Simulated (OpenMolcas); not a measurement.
# quartet CH2NOSi at 6 levels

We compute a comparison of 6 runs (UHF/6-311+G**, UB3LYP/6-31G*, UBHLYP/6-311+G**, UPBE/6-311+G**, ROMP2/6-311+G**) of quartet CH2NOSi. 

The calculation is run with OpenMolcas 26.06.

### Step 1. The structure to begin with

The species is CH2NOSi (6 atoms), meant as a quartet with charge 0. SMILES of the parent species: `O=C=N[SiH2]`. Geometry: relaxed at PBE0-D4/def2-TZVP. That shape belongs to the parent species and isn't relaxed for this state.

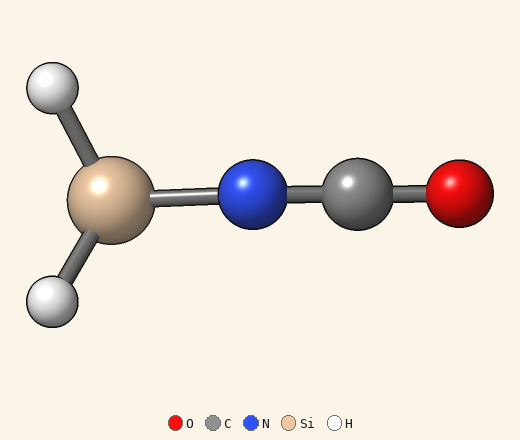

Viewed from a chosen angle; oxygen red, carbon grey, nitrogen blue, silicon light orange, hydrogen white.

### Step 2. The energy at UHF/6-311+G(d,p) (run 1)

Input file job.inp:

```
>>> EXPORT MOLCAS_PRINT=2
&GATEWAY
BasLib=$CurrDir
Coord
6
angstrom
O        1.089700      -2.025700       1.610400
C        0.648500      -1.177800       0.945400
N        0.216300      -0.284900       0.279200
Si      -0.683300       0.591600      -0.875300
H        0.261300       1.214200      -1.839100
H       -1.490500       1.618700      -0.166800
Basis=6-311pGss
Group=NoSym
&SEWARD
&SCF
UHF
Spin=4
Thresholds=1e-10 1e-07 1e-07 1e-05
PrOrbitals=1 2
```

The basis set 6-311+G** is read from a file made from the Basis Set Exchange's data (not shown).

Command:

```console
export MOLCAS_MEM=1860
pymolcas job.inp > job.log
```

Output:

```text
--- Start Module: gateway ---
[...]
--- Stop Module: gateway /rc=_RC_ALL_IS_WELL_ ---
--- Start Module: seward ---
[...]
      Basis functions          108
--- Stop Module: seward /rc=_RC_ALL_IS_WELL_ ---
[...]
--- Start Module: scf ---
[...]
       Convergence after  87 Iterations
[...]
::    Total SCF energy                               -457.0820086595
[...]
      Total spin, S                                     1.5370793295
[...]
      Total electronic charge=   37.000000
      Total            charge=   -0.000000
[...]
      Dipole Moment (debye):
      Origin of the operator (angstrom)=    0.1095   -0.4322    0.2015
                   X= -4.2486E-01               Y=  2.2137E+00               Z= -9.6958E-01           Total=  2.4538E+00
      Quadrupole Moment (debye*angstrom):
[...]
--- Stop Module: scf /rc=_RC_ALL_IS_WELL_ ---
[...]
```

It took 50 s on 1 thread of Arm Neoverse V2, shared host; peak memory 0.62 GiB.

### Step 3. A single-point energy at UB3LYP/6-31G(d) (spherical functions) (run 2)

Input file run.inp:

```
&GATEWAY
 BasLib=$CurrDir
 Coord
 6
 angstrom
 O        1.089700      -2.025700       1.610400
 C        0.648500      -1.177800       0.945400
 N        0.216300      -0.284900       0.279200
 Si      -0.683300       0.591600      -0.875300
 H        0.261300       1.214200      -1.839100
 H       -1.490500       1.618700      -0.166800
 Basis=6-31Gs
 Group=NoSym

&SEWARD
 GridInput
 Grid=UltraFine
 End of Grid

&SCF
 UHF
 Spin=4
 KSDFT=B3LYP
 Thresholds=1e-10 1e-07 1e-07 1e-05
 PrOrbitals=0
```

The basis set 6-31G* is read from a file made from the Basis Set Exchange's data (not shown).

Command:

```console
export MOLCAS_MEM=1860
pymolcas run.inp > run.log
```

Output:

```text
--- Start Module: gateway ---
[...]
--- Stop Module: gateway /rc=_RC_ALL_IS_WELL_ ---
--- Start Module: seward ---
[...]
      Basis functions           64
--- Stop Module: seward /rc=_RC_ALL_IS_WELL_ ---
[...]
--- Start Module: scf ---
[...]
       Convergence after  30 Iterations
[...]
::    Total KS-DFT energy                            -458.5049459824
[...]
      Total spin, S                                     1.5015265047
[...]
      Total electronic charge=   37.000000
      Total            charge=   -0.000000
[...]
      Dipole Moment (debye):
      Origin of the operator (angstrom)=    0.1095   -0.4322    0.2015
                   X= -7.5618E-01               Y=  1.2341E+00               Z= -1.0881E+00           Total=  1.8107E+00
      Quadrupole Moment (debye*angstrom):
[...]
--- Stop Module: scf /rc=_RC_ALL_IS_WELL_ ---
[...]
```

Wall time 32 s (1 thread of Arm Neoverse V2, shared host); peak memory 0.4 GiB.

Runs 3 to 4 aren't shown in full; the table further down has their settings and results.

### Step 4. A single-point energy at UPBE/6-311+G(d,p) (run 5)

Input file mol.inp:

```
&GATEWAY
  BasLib=$CurrDir
  Coord
  6
  angstrom
  O        1.089700      -2.025700       1.610400
  C        0.648500      -1.177800       0.945400
  N        0.216300      -0.284900       0.279200
  Si      -0.683300       0.591600      -0.875300
  H        0.261300       1.214200      -1.839100
  H       -1.490500       1.618700      -0.166800
  Basis=6-311pGss
  Group=NoSym

&SEWARD
  GridInput
  Grid=UltraFine
  End of Grid

&SCF
  UHF
  Spin=4
  KSDFT=PBE
  Thresholds=1e-10 1e-07 1e-07 1e-05
  PrOrbitals=1 1
```

The basis set 6-311+G** is read from a file made from the Basis Set Exchange's data (not shown).

Command:

```console
export MOLCAS_MEM=1860
pymolcas mol.inp > mol.log
```

Output:

```text
--- Start Module: gateway ---
[...]
--- Stop Module: gateway /rc=_RC_ALL_IS_WELL_ ---
--- Start Module: seward ---
[...]
      Basis functions          108
--- Stop Module: seward /rc=_RC_ALL_IS_WELL_ ---
[...]
--- Start Module: scf ---
[...]
       Convergence after  71 Iterations
[...]
::    Total KS-DFT energy                            -458.2489234308
[...]
      Total spin, S                                     1.5008100832
[...]
      Total electronic charge=   37.000000
      Total            charge=   -0.000000
[...]
      Dipole Moment (debye):
      Origin of the operator (angstrom)=    0.1095   -0.4322    0.2015
                   X= -3.2060E+00               Y=  4.8238E+00               Z= -4.5168E+00           Total=  7.3450E+00
      Quadrupole Moment (debye*angstrom):
[...]
--- Stop Module: scf /rc=_RC_ALL_IS_WELL_ ---
[...]
```

Run time: 2.7 min. Hardware: 1 thread of Arm Neoverse V2, shared host; peak memory 0.63 GiB.

### Step 5. The energy at ROMP2/6-311+G(d,p) (run 6)

Input file struct.xyz:

```xyz
6

O      1.089700    -2.025700     1.610400
C      0.648500    -1.177800     0.945400
N      0.216300    -0.284900     0.279200
Si    -0.683300     0.591600    -0.875300
H      0.261300     1.214200    -1.839100
H     -1.490500     1.618700    -0.166800
```

Input file run.inp:

```
&GATEWAY
 BASLIB=$CurrDir
 COORD=struct.xyz
 BASIS=6-311pGss
 GROUP=NoSym

&SEWARD

&SCF
 UHF
 SPIN=4
 THRESHOLDS=1e-10 1e-07 1e-07 1e-05
 PRORBITALS=1 1

&RASSCF
 FILEORB=$Project.UnaOrb
 SPIN=4
 NACTEL=3 0 0
 INACTIVE=17
 RAS2=3
 OUTORBITALS=Canonical
 ORBLISTING=NoCore

&CASPT2
 IPEA=0.0
 FROZEN=8
```

The basis set 6-311+G** is read from a file made from the Basis Set Exchange's data (not shown).

Command:

```console
export MOLCAS_MEM=1860
pymolcas run.inp > run.log
```

Output:

```text
--- Start Module: gateway ---
[...]
--- Stop Module: gateway /rc=_RC_ALL_IS_WELL_ ---
[...]
      Basis functions          108
[...]
       Convergence after  87 Iterations
[...]
::    Total SCF energy                               -457.0820086595
[...]
      Total spin, S                                     1.5370793295
[...]
--- Start Module: rasscf ---
[...]
      Number of active orbitals                  3
[...]
      Spin quantum number                      1.5
[...]
      Active orbitals                            3
[...]
      Number of CSFs                             1
[...]
      Number of root(s) required                 1
[...]
      Convergence after 27 iterations
[...]
      printout of CI-coefficients larger than  0.05 for root  1
      energy=    -457.063279
      conf/sym  111     Coeff  Weight
             1  uuu   1.00000 1.00000
      Natural orbitals and occupation numbers for root  1
      sym 1:   1.000000   1.000000   1.000000
      ************************************************************************************************************************
      *                                                    Final results                                                     *
[...]
::    RASSCF root number  1 Total energy:   -457.06327931
[...]
      Total electronic charge=   37.000000
      Total            charge=   -0.000000
[...]
      Dipole Moment (debye):
      Origin of the operator (angstrom)=    0.1095   -0.4322    0.2015
                   X= -6.6036E-01               Y=  2.2707E+00               Z= -1.2292E+00           Total=  2.6652E+00
      Quadrupole Moment (debye*angstrom):
[...]
--- Stop Module: rasscf /rc=_RC_ALL_IS_WELL_ ---
[...]
      E2 (Variational):          -0.5804714352
      Total energy:            -457.6437507496
[...]
      Reference weight:           0.81991
[...]
::    CASPT2 Root  1     Total energy:   -457.64375075
[...]
```

Wall time 69 s (1 thread of Arm Neoverse V2, shared host); peak memory 0.63 GiB.

### Step 6. All runs side by side

| run | level | integration grid | Cartesian functions | energy (Eh) | dipole moment (D) | HOMO energy (eV) | ⟨S²⟩ | wall time |
| --- | --- | --- | --- | --- | --- | --- | --- | --- |
| 1 | UHF/6-311+G** | – | no | -457.082009 | 2.45 | -3.45 | 3.900 | 50 s |
| 2 | UB3LYP/6-31G* (spherical functions) | UltraFine | no | -458.504946 | 1.81 | -1.52 | 3.756 | 32 s |
| 3 | UB3LYP/6-31G* (Cartesian functions) | UltraFine | yes | -458.509664 | 1.82 | -1.52 | 3.756 | 34 s |
| 4 | UBHLYP/6-311+G** | UltraFine | no | -458.474068 | 2.41 | -3.21 | 3.764 | 2.6 min |
| 5 | UPBE/6-311+G** | UltraFine | no | -458.248923 | 7.34 | -1.97 | 3.753 | 2.7 min |
| 6 | ROMP2/6-311+G** | – | no | -457.643751 | – | – | – | 69 s |

### Step 7. Summary of results

| quantity | value |
| --- | --- |
| run 6: total energy | -457.64375 Eh |

What this shows: Over runs 1, 2, 3, 4, 5 the dipole moment (its size) runs from 1.81 D (UB3LYP/6-31G*) to 7.34 D (UPBE/6-311+G**). The two ends differ in method and basis. So wide a spread suggests that the runs ended on unlike SCF solutions, not only an effect of the method. Totals of different functionals can't be ranked against each other. Spin contamination of the reference: run 1 ⟨S²⟩ = 3.90. All runs together took 8.3 min, the longest 2.7 min.
